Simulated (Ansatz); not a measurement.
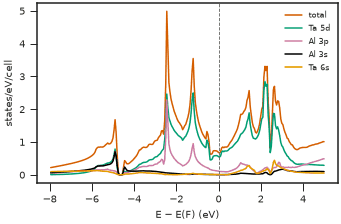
Total and projected density of states of TaAl (rock salt, Fm-3m), the program Ansatz at the PBEsol level (PAW)

Which orbitals carry the states next to the Fermi level?

Within 0.5 eV of the Fermi level: Ta 5d 81 %, Al 3p 15 %. Projections are on Löwdin-orthogonalised atomic valence shells; empty p or d shells of many metals are not among them.

Where is the tallest occupied peak in this window, and what makes it?

Near -2.4 eV, about 5.0 states/eV per cell; the largest projected share is Ta 5d.

The start of the workflow was typed in or built on a structure type; neither database checked (COD, Materials Project) lists it. Its standing as an ambient phase is unchecked. Symmetry was held in the PBEsol relaxation. At this level the phase is mechanically unstable. No spin polarisation was allowed. Its formation energy is positive at this level, so the cell may be metastable or incomplete. Spin–orbit coupling is left out wherever it is not named.

Potentials: the earlier of the program's two PAW sets. The files were generated under PBE; for other functionals the program regenerates the frozen cores, and for LDA and PBEsol the local potential too.
